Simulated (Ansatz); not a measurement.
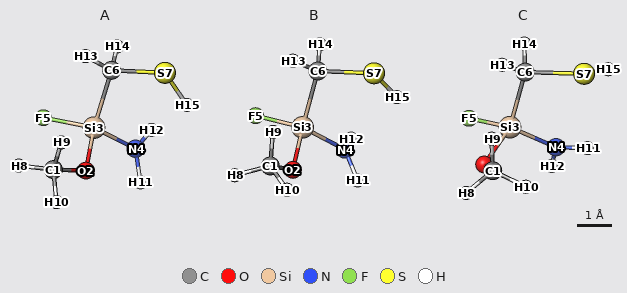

3 geometries from a converged minimum-energy path of C$_{2}$H$_{8}$FNOSSi, shuffled. Style: ball-and-stick. Shown from a free direction.

The calculation used Ansatz, RKS BLYP/6-31G. Set-up: 5 movable images; climbing image; force threshold 0.05 eV/Å; iteration limit 36; starting path through a guess of the saddle point.

Q: Which of them lies highest in energy?

A: C. In order along the path, whose images run from 0 to 6: C (image 3, +0.183 eV), B (image 5, +0.031 eV), A (image 6, 0.000 eV). The motion is a rotation about the Si3–N4 bond by about 180°, with a turn of about 120° about C1–O2. No bond forms or breaks between the ends. Bond angles that change up to the highest image, for instance: O2–Si3–N4 103.3° → 117.1°, N4–Si3–F5 114.2° → 104.8°.

Limits of the set-up: the basis has no polarisation functions, which atoms past neon need.
